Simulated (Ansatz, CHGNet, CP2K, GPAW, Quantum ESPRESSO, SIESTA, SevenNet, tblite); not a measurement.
# From one method to another: forces in random cubic perovskite-type alloy of BaTiO3 and PbTiO3 (40 atoms)

Cubic perovskite-type BaTiO3, 2 x 2 x 2 conventional cells, 4 of 8 Ba sites given to Pb at random (x = 0.500), lattice by Vegard's rule (cell 3.985, 3.985, 3.985, 90, 90, 90); not relaxed, displaced by a Gaussian of 0.02 Å. Then every atom was moved at random, 0.03 Å r.m.s. a Cartesian component.

Two calculations on one geometry. First: Kohn-Sham DFT, PBE, SSSP efficiency 1.3.0 pseudopotentials, plane waves; sssp-1.3.0-efficiency; 60/480 Ry; levels smeared at 580 K (Quantum ESPRESSO 7.5; sssp-pbe-1.3.0-efficiency, cutoffs 60/480 Ry, Γ point). Second: Kohn-Sham DFT, PBE+D3(BJ), SSSP efficiency 1.3.0 pseudopotentials, plane waves; sssp-1.3.0-efficiency; 60/480 Ry; levels smeared at 580 K (Quantum ESPRESSO 7.5; Γ point).

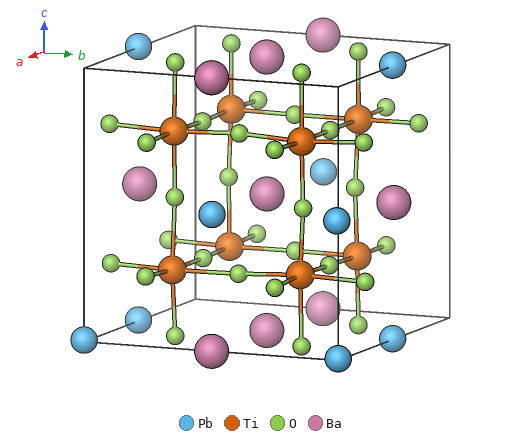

The structure (lead blue, titanium orange, oxygen green, barium pink). Some periodic images of atoms are drawn too.

Cell vectors (Å):

```
7.970 0.000 0.000
0.000 7.970 0.000
0.000 0.000 7.970
```

Atom, position (Å) and force of the first calculation (eV/Å):

```
1 Pb 7.925 7.953 0.044 0.073 -0.202 -0.106
2 Ti 2.097 1.992 1.998 -0.192 -1.765 -0.034
3 O 2.041 2.022 7.907 -0.565 -0.134 0.666
4 O 0.017 1.936 2.038 -1.178 0.530 -0.067
5 O 2.028 0.043 2.047 -0.256 -0.177 -0.246
6 Pb 7.914 7.904 4.056 0.448 0.569 -0.239
7 Ti 1.958 1.984 5.974 0.893 -0.230 0.003
8 O 2.018 1.925 4.009 -0.323 0.486 -0.601
9 O 7.941 1.950 5.931 -0.312 -0.068 0.037
10 O 2.013 7.884 5.978 -0.455 -0.176 -0.075
11 Ba 0.004 4.003 7.967 -0.129 -0.220 -0.024
12 Ti 1.965 5.934 1.967 -0.395 0.355 -0.098
13 O 2.007 5.991 7.937 0.339 -0.238 1.101
14 O 7.940 5.974 1.973 0.650 0.130 0.120
15 O 2.022 4.010 1.999 -0.480 0.204 0.080
16 Pb 7.938 4.001 3.978 0.264 -0.554 0.043
17 Ti 1.896 5.945 5.941 -0.065 1.247 -0.362
18 O 2.062 5.910 3.975 -0.222 0.172 -0.324
19 O 7.931 5.960 5.993 0.768 -0.245 -0.168
20 O 1.912 3.947 5.942 0.065 0.122 0.035
21 Pb 3.995 7.936 0.013 -0.230 -0.312 -0.439
22 Ti 6.058 1.928 1.928 1.928 -1.124 -0.184
23 O 6.052 2.018 0.009 -0.530 0.060 0.679
24 O 3.948 1.975 1.949 0.113 0.249 0.214
25 O 6.013 7.957 1.982 -0.486 0.772 0.003
26 Ba 4.004 0.006 3.984 -0.390 -0.129 0.261
27 Ti 6.021 1.969 5.966 0.272 -0.443 -1.178
28 O 5.976 1.975 4.038 -0.256 0.348 -0.152
29 O 3.918 1.938 5.922 0.479 -0.073 0.309
30 O 6.060 7.933 6.051 -0.370 0.578 0.152
31 Ba 3.952 3.970 7.944 0.356 0.228 -0.336
32 Ti 5.972 5.903 2.043 -0.370 -0.756 -1.278
33 O 6.013 5.966 7.941 0.130 0.419 0.743
34 O 3.995 5.947 2.017 0.420 0.407 -0.216
35 O 5.955 3.962 1.939 -0.093 0.626 0.545
36 Ba 3.953 3.977 3.954 0.165 -0.272 0.558
37 Ti 5.968 5.945 5.930 -1.428 -0.190 0.931
38 O 6.039 6.024 4.000 0.156 0.035 -0.489
39 O 3.962 5.967 5.951 0.964 -0.128 0.136
40 O 5.931 3.976 6.026 0.240 -0.101 -0.004
```

**Question.** What forces does the second calculation give?

Atom and force (eV/Å):

```
1 0.075 -0.202 -0.105
2 -0.193 -1.769 -0.032
3 -0.566 -0.136 0.666
4 -1.177 0.530 -0.065
5 -0.257 -0.178 -0.246
6 0.449 0.570 -0.238
7 0.888 -0.233 0.003
8 -0.326 0.486 -0.601
9 -0.312 -0.069 0.035
10 -0.457 -0.177 -0.074
11 -0.129 -0.219 -0.024
12 -0.401 0.359 -0.099
13 0.339 -0.236 1.101
14 0.650 0.131 0.121
15 -0.481 0.204 0.081
16 0.264 -0.555 0.042
17 -0.072 1.251 -0.364
18 -0.224 0.172 -0.324
19 0.768 -0.245 -0.168
20 0.063 0.123 0.034
21 -0.229 -0.313 -0.440
22 1.937 -1.129 -0.185
23 -0.530 0.059 0.679
24 0.114 0.249 0.213
25 -0.485 0.772 0.003
26 -0.390 -0.128 0.261
27 0.277 -0.446 -1.180
28 -0.255 0.349 -0.152
29 0.479 -0.074 0.310
30 -0.368 0.578 0.154
31 0.356 0.229 -0.337
32 -0.368 -0.755 -1.277
33 0.130 0.421 0.743
34 0.421 0.408 -0.216
35 -0.093 0.627 0.546
36 0.165 -0.272 0.559
37 -1.426 -0.187 0.931
38 0.158 0.035 -0.489
39 0.964 -0.128 0.136
40 0.242 -0.100 -0.005
```

The two sets differ by 1.86 meV/Å r.m.s., 0.36 % of the r.m.s. force of the Quantum ESPRESSO run. The electronic-structure runs sample only Γ, in a cell whose shortest periodic width is 8 Å.

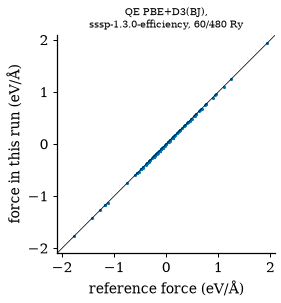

Force components against those of the reference; the line marks equality.

[Logs are printed without paths, hosts, clocks, repeated set-up lines and the standing remarks that a program may print on its own settings, such as how far it seeks lower states.]

[Hosts, paths, dates, database ids (printed as entryN), source tags and the programs' standing remarks are cut or masked in the printed files.]
